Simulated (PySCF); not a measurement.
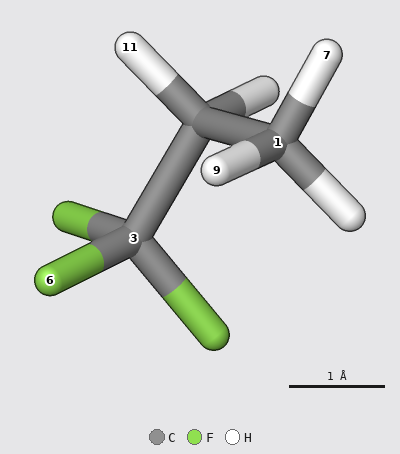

Fig. 1: The structure (stick view, seen at a tilt; atoms are numbered from 1 in the order of the input). Bond lengths as drawn: C–C 1.50 to 1.52 Å, C–F 1.34 Å and C–H 1.09 Å.

**C3H5F3: NMR shielding calculation**

C3H5F3, SMILES CCC(F)(F)F, computed with GIAO PBE0/pcSseg-2 NMR shielding, non-relativistic, gas phase (PySCF 2.14.0).

The geometry comes from this level: PBE0-D3(BJ)/def2-TZVP. Figures and captions count atoms from 1; the log counts them from 0 in places.

### What the program printed
```
coarse grid: 9616 points
cycle   1  E = -416.5034571538  dE =  7.812e-01  |g| = 8.948e-01  |ddm| = 2.107e+00
cycle   2  E = -416.3831570173  dE =  1.203e-01  |g| = 1.298e+00  |ddm| = 8.487e-01
cycle   3  E = -416.6332669873  dE = -2.501e-01  |g| = 6.389e-02  |ddm| = 4.959e-01
cycle   4  E = -416.6338742397  dE = -6.073e-04  |g| = 3.601e-02  |ddm| = 5.803e-02
cycle   5  E = -416.6341625054  dE = -2.883e-04  |g| = 3.994e-03  |ddm| = 2.313e-02
cycle   6  E = -416.6341656447  dE = -3.139e-06  |g| = 6.558e-04  |ddm| = 2.595e-03
final grid: 95296 points
cycle   7  E = -416.6324082185  dE = -1.087e-04  |g| = 6.841e-03  |ddm| = 3.339e-02
cycle   8  E = -416.6324031594  dE =  5.059e-06  |g| = 8.770e-03  |ddm| = 8.019e-03
cycle   9  E = -416.6324182764  dE = -1.512e-05  |g| = 7.369e-04  |ddm| = 4.457e-03
cycle  10  E = -416.6324183391  dE = -6.274e-08  |g| = 3.474e-04  |ddm| = 4.862e-04
cycle  11  E = -416.6324183592  dE = -2.003e-08  |g| = 5.056e-05  |ddm| = 1.674e-04
cycle  12  E = -416.6324183596  dE = -4.466e-10  |g| = 1.595e-05  |ddm| = 3.574e-05
```

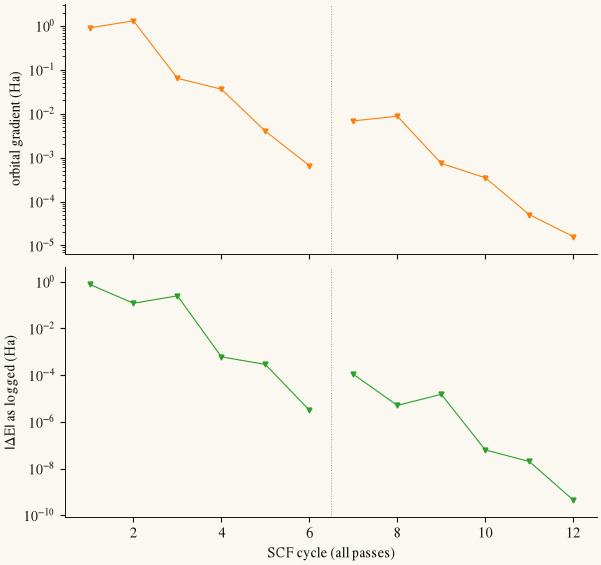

Fig. 2: Convergence of the self-consistent field: orbital gradient and size of the energy change against the SCF cycle. The dotted line marks the change from a coarse to the final integration grid. The first 6 cycles use a coarse grid, the final grid takes over at cycle 7, and the field converges after 12 cycles in all.

```
converged SCF energy = -416.6324183596

GIAO shielding tensors (ppm)
atom      isotropic    diamagn.    paramagn.     s11        s22        s33       span
  0 C      177.677     242.353     -64.675    170.420    174.195    188.416     17.996
  1 C      154.005     245.228     -91.223    139.619    149.757    172.640     33.022
  2 C       45.951     239.630    -193.679     41.777     44.074     52.002     10.225
  3 F      260.068     469.537    -209.469    166.214    270.141    343.851    177.637
  4 F      248.748     467.018    -218.269    157.286    247.005    341.954    184.667
  5 F      259.979     469.503    -209.523    166.099    269.691    344.149    178.050
  6 H       30.533      29.039       1.494     26.035     27.770     37.794     11.759
  7 H       30.361      30.054       0.307     25.769     29.025     36.288     10.519
  8 H       30.366      30.042       0.324     25.790     28.976     36.333     10.542
  9 H       29.554      30.621      -1.067     25.235     28.902     34.526      9.290
 10 H       29.551      30.616      -1.065     25.264     28.878     34.511      9.247
```

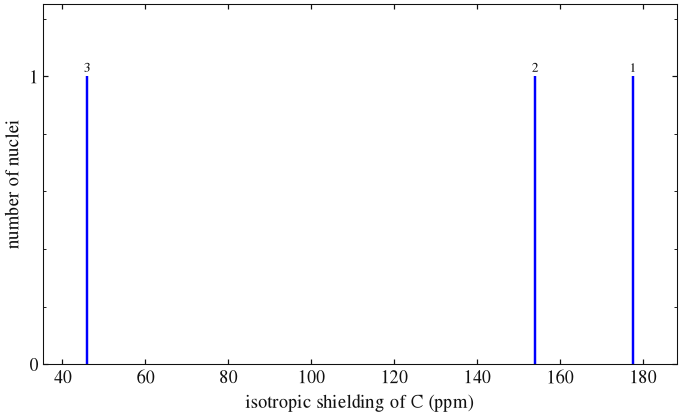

Fig. 3: Isotropic shieldings of the carbon nuclei in this fixed geometry, labelled by atom number; shielding grows to the right, so chemical shift grows to the left. The least shielded is C3 (46.0 ppm), the most shielded C1 (177.7 ppm).

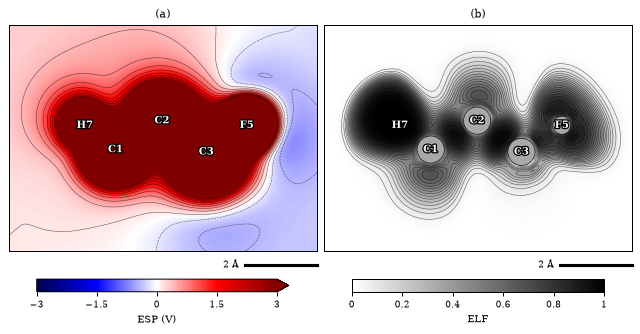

Fig. 4: (a) electrostatic potential; (b) electron localisation function on the plane of atoms C1, C2 and C3. Grey discs, where drawn, cover atomic cores. The section cuts through C, F and H sites. C–C (1.50 Å): the ELF peaks at about 1 between the atoms, which marks localised, shared-pair bonding. C–H (1.09 Å): the ELF climbs to about 1 towards the hydrogen, as it does in any bond to H (a covalent bond by its length).

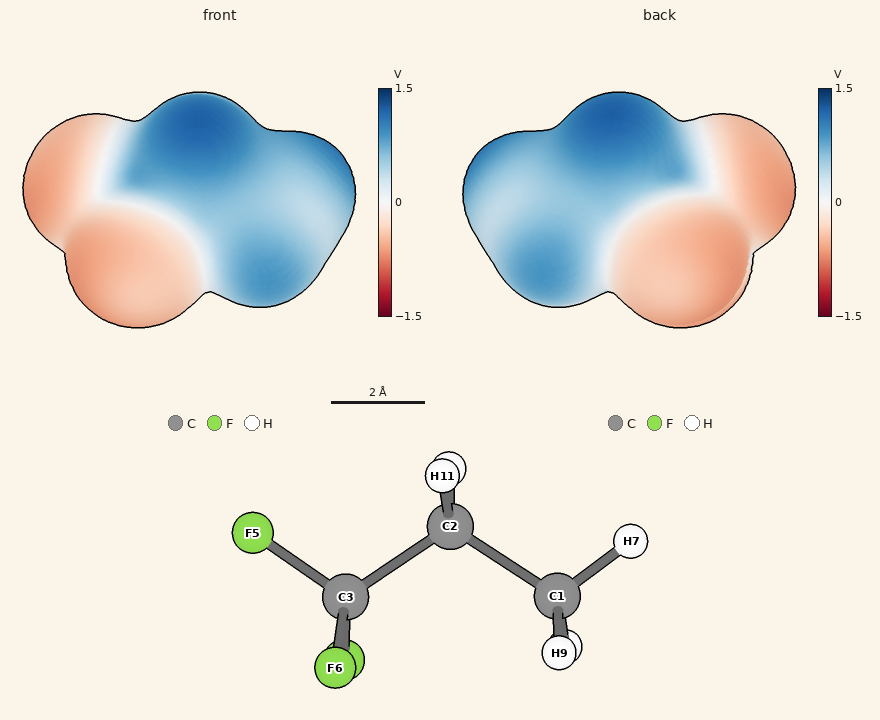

Fig. 5: The electrostatic potential painted on the density surface at 0.002 e/bohr³, seen face on and from behind; the colour scale runs from red (negative) to blue (positive). The bare structure is drawn below in the same view. A positive charge is drawn to the negative regions and a negative charge to the positive ones. Its dipole moment is 2.45 D.

The run was set up as follows.

### The input
```
{"job": {"kind": "nmr", "xc": "PBE0", "basis": "pcSseg-2"}, "charge": 0, "multiplicity": 1}
C      1.104603     0.705754     0.085472
C     -0.394475     0.474633     0.036874
C     -0.759829    -0.976680    -0.106629
F     -0.255188    -1.514423    -1.227752
F     -2.089397    -1.144117    -0.154463
F     -0.307493    -1.714414     0.919181
H      1.316603     1.771180     0.181408
H      1.588409     0.345883    -0.823710
H      1.555103     0.193654     0.936959
H     -0.850493     0.998207    -0.806387
H     -0.881859     0.832546     0.946592
```

The first line tells a small driver script what to run in PySCF; the rest is the geometry in Å.

Launch command:
```bash
OMP_NUM_THREADS=1 python <driver script> task.json out
```

### Key numbers

```csv
quantity,value
outcome,converged
total energy,−416.632418 hartree
HOMO,−10.30 eV
LUMO,0.59 eV
dipole moment,2.45 D
"isotropic shielding, C",46.0 to 177.7 ppm
"isotropic shielding, F",248.7 to 260.1 ppm
"isotropic shielding, H",29.6 to 30.5 ppm
hardware,"1 CPU thread, shared host"
wall time,20 s
peak memory,1 GiB
```
